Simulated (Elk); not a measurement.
# Collinear magnetic orders of Fe with Elk

Does Fe prefer parallel or opposed moments, or none?

Program: Elk 11.2.3 (patched build). Level of theory: PBE; all-electron APW+lo, Dirac cores, scalar-relativistic bands. Results are calculated unless marked as measured.

The database entry behind the starting cell differs from later determinations by our own check (an axis about 0.7 % long against later determinations), so it need not match the best structure at ambient conditions.

### 1. Starting point

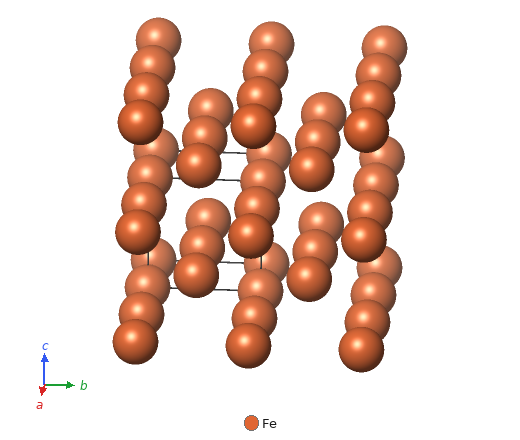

The starting structure, seen slightly off an axis (iron orange). 3×2×2 cells are drawn. This picture shows the conventional cell, with its axes. Some periodic images of atoms are drawn too.

### 2. Start 1: ferro +

Parallel moments need no larger cell; this start tests for a ferromagnetic state only.

The last three numbers of an atom's line are a seed field in its sphere. It points against the wanted moment and shrinks by the factor reducebf each loop.

Contents of elk.in:

```
tasks
  0
  33
  73

xctype
  20

rgkmax
  7.0

nempty
  12

swidth
  0.001837

reducebf
  0.5

epsengy
  1e-05

maxscl
  100

lmaxi
  3

spinpol
  .true.

sppath
  './'

avec
  -2.72687479783 2.72687479783 2.72687479783
  2.72687479783 -2.72687479783 2.72687479783
  2.72687479783 2.72687479783 -2.72687479783

atoms
  1
  'Fe.in'
  1
  0.0000000000 0.0000000000 0.0000000000   0.000000 0.000000 -0.140000

ngridk
  14 14 14

plot3d
  0 0 0
  1 0 0
  0 1 0
  0 0 1
  13 13 13
```

Command:

```
OMP_NUM_THREADS=2 elk
```

Numbers of over 12 decimals in the logs are rounded to 6 here.

Log:

```text
┌─────────────────────────┐
│ Elk code version 11.2.3 │
└─────────────────────────┘

All units are atomic (Hartree, Bohr, etc.)

┌─────────────────────────────────────────────────┐
│ Ground-state run starting from atomic densities │
└─────────────────────────────────────────────────┘

Lattice vectors :
  -2.726874798       2.726874798       2.726874798
   2.726874798      -2.726874798       2.726874798
   2.726874798       2.726874798      -2.726874798

Reciprocal lattice vectors :
  0.2965383148E-16   1.152085404       1.152085404
   1.152085404      0.2965383148E-16   1.152085404
   1.152085404       1.152085404      0.2965383148E-16

Unit cell volume      :    81.10648601
Brillouin zone volume :    3.058327708

Muffin-tin inner radius fraction :   0.1000000000E-01

Nuclei treated as point charges

Species : 1 (Fe)
 parameters loaded from : Fe.in
 name : iron
 nuclear charge    :   -26.00000000
 electronic charge :    26.00000000
 atomic mass :    101799.2075
 muffin-tin radius :    2.336542848
 number of radial points in muffin-tin :    993
 inner part over the whole radius :   0.9974870244E-02
 number on inner part of muffin-tin    :    700
 approximate nuclear radius :   0.7160107270E-04
 number of mesh points to nuclear radius :    332
 atomic positions (lattice), magnetic fields (Cartesian) :
  1 :   0.00000000  0.00000000  0.00000000    0.00000000  0.00000000 -0.14000000

Total number of atoms per unit cell :    1
Total muffin-tin volume :    53.43303687
 ratio of muffin-tin to unit cell volume :   0.6588010343

Spin treatment :
 spin-polarised
 global magnetic field (Cartesian) :    0.000000000       0.000000000       0.000000000
 collinear magnetisation in z-direction

Number of Bravais lattice symmetries :   48
Number of crystal symmetries         :   48
Crystal has inversion symmetry
Real symmetric eigensolver will be used

k-point grid :     14    14    14
k-point offset :    0.000000000       0.000000000       0.000000000
k-point set is reduced with full crystal symmetry group
Total number of k-points :      104

Muffin-tin radius times maximum |G+k| :    7.000000000
 using average radius
Maximum |G+k| for APW functions       :    2.995879150
Maximum (1/2)|G+k|²                   :    4.487645939
Maximum |G| for potential and density :    12.00000000
Constant for pseudocharge density :    7
 order of it for each species :   14
 order of it for pair densities of each species (exact exchange by exxq0 0: 14) :   10
Radial integration step length :    1

G-vector grid sizes :     20    20    20
Number of G-vectors :     2347

Maximum angular momentum used for
 APW functions            :    8
 outer part of muffin-tin :    6
 inner part of muffin-tin :    3

Total nuclear charge    :   -26.00000000
Total core charge       :    10.00000000
Total valence charge    :    16.00000000
Total excess charge     :    0.000000000
Total electronic charge :    26.00000000

Effective Wigner radius, rₛ :   0.9064236105

Number of empty states         :     12
Total number of valence states :     42
Total number of core states    :     10

Third-order local-orbitals added for an l without core states : T
Total number of local-orbitals :     23

Exchange-correlation functional :     20     0     0
 Perdew-Burke-Ernzerhof, Phys. Rev. Lett. 77, 3865 (1996)
 gradient requirement :    1
 generalised gradient approximation (GGA)

Smearing type :    3
 Fermi-Dirac
Smearing width :   0.1837000000E-02
Effective electronic temperature (K) :    580.0787206

Mixing type :    3
 Broyden mixing, J. Phys. A: Math. Gen. 17, L317 (1984)

Kohn-Sham potential initialised from atomic data

┌──────────────────────────────┐
│ Self-consistent loop started │
└──────────────────────────────┘

┌─────────────────┐
│ Loop number : 1 │
└─────────────────┘

Energies :
 Fermi                       :     0.198031
 sum of occupied eigenvalues :     -739.02024219400
 electron kinetic            :      1288.3230626006
 core electron kinetic       :      1149.7640608062
 Coulomb                     :     -2505.4544721209
 Coulomb potential           :     -1955.0895569093
 nuclear-nuclear             :     -225.54407463171
 electron-nuclear            :     -2613.6869431100
 Hartree                     :      333.77654562081
 Madelung                    :     -1527.9096936663
 xc potential                :     -72.125777037511
 xc effective B-field        :    -0.124043
 external B-field            :      0.000000
 exchange                    :     -54.587769540017
 correlation                 :     -1.206073
 electron entropic           :    -0.35681154370072E-03
 total energy                :     -1272.9256083955
 (external B-field energy excluded from total)

Density of states at Fermi energy :    33.07926781
 (states/Hartree/unit cell)

Estimated indirect band gap :   0.2916512074E-03
 from k-point 3 to k-point 71
Estimated direct band gap   :   0.2614043978E-02
 at k-point 85

Charges :
 core                        :    10.00000000
 valence                     :    16.00000000
 interstitial                :    1.109159427
 muffin-tins (core leakage)
  species : 1 (Fe)
   atom 1                    :    24.89084057     ( -0.2242659285E-06)
 total in muffin-tins        :    24.89084057
 total calculated charge     :    26.00011565
 total charge                :    26.00000000
 error                       :   0.1156548865E-03

Moments :
 interstitial                :  -0.3103438213E-01
 muffin-tins
  species : 1 (Fe)
   atom 1                    :    2.449598892
 total in muffin-tins        :    2.449598892
 total moment                :    2.418564510

┌─────────────────┐
│ Loop number : 2 │
└─────────────────┘

Energies :
 Fermi                       :     0.198424
 sum of occupied eigenvalues :     -739.02054259488
 electron kinetic            :      1286.4492996286
 core electron kinetic       :      1148.8527308980
 Coulomb                     :     -2505.5152071483
 Coulomb potential           :     -1955.0561143704
 nuclear-nuclear             :     -225.54407463171
 electron-nuclear            :     -2613.8426933437
 Hartree                     :      333.87156082710
 Madelung                    :     -1527.9871499631
 xc potential                :     -70.298314696734
 xc effective B-field        :    -0.124267
 external B-field            :      0.000000
 exchange                    :     -54.593911325140
 correlation                 :     -1.206045
 electron entropic           :    -0.35604980165290E-03
 total energy                :     -1274.8662201618
 (external B-field energy excluded from total)

Density of states at Fermi energy :    32.99817757
 (states/Hartree/unit cell)

Estimated indirect band gap :   0.1085483455E-03
 from k-point 14 to k-point 71
Estimated direct band gap   :   0.2218500606E-02
 at k-point 7

Charges :
 core                        :    10.00000000
 valence                     :    16.00000000
 interstitial                :    1.106649491
 muffin-tins (core leakage)
  species : 1 (Fe)
   atom 1                    :    24.89335051     ( -0.2242656834E-06)
 total in muffin-tins        :    24.89335051
 total calculated charge     :    26.00011561
 total charge                :    26.00000000
 error                       :   0.1156073938E-03

Moments :
 interstitial                :  -0.3085183917E-01
 muffin-tins
  species : 1 (Fe)
   atom 1                    :    2.452048582
 total in muffin-tins        :    2.452048582
 total moment                :    2.421196742

RMS change in Kohn-Sham potential (target) :    6.778809385     (  0.1000000000E-05)
Absolute change in total energy (target)   :    1.940611766     (  0.1000000000E-04)

[... loops 3 to 16 left out ...]

┌──────────────────┐
│ Loop number : 17 │
└──────────────────┘

Energies :
 Fermi                       :     0.292833
 sum of occupied eigenvalues :     -736.81956551299
 electron kinetic            :      1290.0052738621
 core electron kinetic       :      1149.7593688926
 Coulomb                     :     -2506.8699360903
 Coulomb potential           :     -1954.2197705256
 nuclear-nuclear             :     -225.54407463171
 electron-nuclear            :     -2617.4147014328
 Hartree                     :      336.08883997423
 Madelung                    :     -1529.7600508275
 xc potential                :     -72.490967804951
 xc effective B-field        :    -0.114101
 external B-field            :      0.000000
 exchange                    :     -54.728433827085
 correlation                 :     -1.206188
 electron entropic           :    -0.29170171416091E-03
 total energy                :     -1272.7995754412
 (external B-field energy excluded from total)

Density of states at Fermi energy :    25.52999516
 (states/Hartree/unit cell)

Estimated indirect band gap :   0.5518394206E-03
 from k-point 81 to k-point 93
Estimated direct band gap   :   0.6251889878E-02
 at k-point 82

Charges :
 core                        :    10.00000000
 valence                     :    16.00000000
 interstitial                :    1.043353343
 muffin-tins (core leakage)
  species : 1 (Fe)
   atom 1                    :    24.95664666     ( -0.2242658894E-06)
 total in muffin-tins        :    24.95664666
 total calculated charge     :    26.00010971
 total charge                :    26.00000000
 error                       :   0.1097109194E-03

Moments :
 interstitial                :  -0.4602732047E-01
 muffin-tins
  species : 1 (Fe)
   atom 1                    :    2.304482843
 total in muffin-tins        :    2.304482843
 total moment                :    2.258455523

RMS change in Kohn-Sham potential (target) :   0.1633210154E-06 (  0.1000000000E-05)
Absolute change in total energy (target)   :   0.4721657660E-05 (  0.1000000000E-04)

Convergence targets achieved

┌──────────────────┐
│ Loop number : 18 │
└──────────────────┘

Energies :
 Fermi                       :     0.292833
 sum of occupied eigenvalues :     -736.81956412928
 electron kinetic            :      1290.0052728505
 core electron kinetic       :      1149.7593694436
 Coulomb                     :     -2506.8699335573
 Coulomb potential           :     -1954.2197705605
 nuclear-nuclear             :     -225.54407463171
 electron-nuclear            :     -2617.4146963967
 Hartree                     :      336.08883747104
 Madelung                    :     -1529.7600482771
 xc potential                :     -72.490965522747
 xc effective B-field        :    -0.114101
 external B-field            :      0.000000
 exchange                    :     -54.728433640307
 correlation                 :     -1.206188
 electron entropic           :    -0.29170175663973E-03
 total energy                :     -1272.7995737341
 (external B-field energy excluded from total)

Density of states at Fermi energy :    25.53000568
 (states/Hartree/unit cell)

Estimated indirect band gap :   0.5518215935E-03
 from k-point 81 to k-point 93
Estimated direct band gap   :   0.6251886543E-02
 at k-point 82

Charges :
 core                        :    10.00000000
 valence                     :    16.00000000
 interstitial                :    1.043353381
 muffin-tins (core leakage)
  species : 1 (Fe)
   atom 1                    :    24.95664662     ( -0.2242658308E-06)
 total in muffin-tins        :    24.95664662
 total calculated charge     :    26.00010971
 total charge                :    26.00000000
 error                       :   0.1097109264E-03

Moments :
 interstitial                :  -0.4602712005E-01
 muffin-tins
  species : 1 (Fe)
   atom 1                    :    2.304482863
 total in muffin-tins        :    2.304482863
 total moment                :    2.258455743

┌──────────────────────────────┐
│ Self-consistent loop stopped │
└──────────────────────────────┘

Wrote STATE.OUT
```

It took 16 s on 2 threads of AMD EPYC 9R45, shared host; peak memory 0.1 GiB.

Spin moment in the muffin-tin sphere by atom:

| atom | spin moment in the muffin-tin sphere (μB) |
| --- | --- |
| Fe1 | 2.30 |

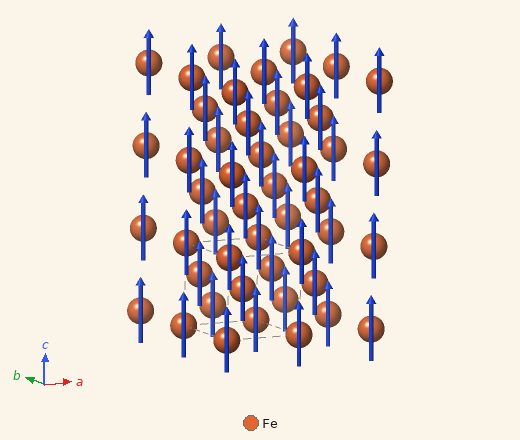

Spin moment in the muffin-tin sphere as arrows, the longest 2.30 μB. Up and down stand for the sign. Arrows give size and sign along the axis of quantisation, drawn up and down the page. 2×2×3 conventional cells are drawn. Some periodic images of atoms are drawn too.

Numbers from this step:

* density of states at the Fermi level: 0.9382 states/eV/cell
* moment between the spheres: -0.04603 μB
* magnetization: 2.258 μB
* final state: ferromagnetic

After 18 cycles the largest moment stands at 2.30 μB.

[end of part 1 of 2]

[Logs and program files are shortened in this print: banners, set-up blocks, solver, clock and traceback lines can be left out without a mark of their own.]

[Logs are printed without paths, hosts, clocks, repeated set-up lines and the standing remarks that a program may print on its own settings, such as how far it seeks lower states.]

[Hosts, paths, dates, database ids (printed as entryN), source tags and the programs' standing remarks are cut or masked in the printed files.]

[Where a cell is said to come from a database of computed structures, the database is the Materials Project.]
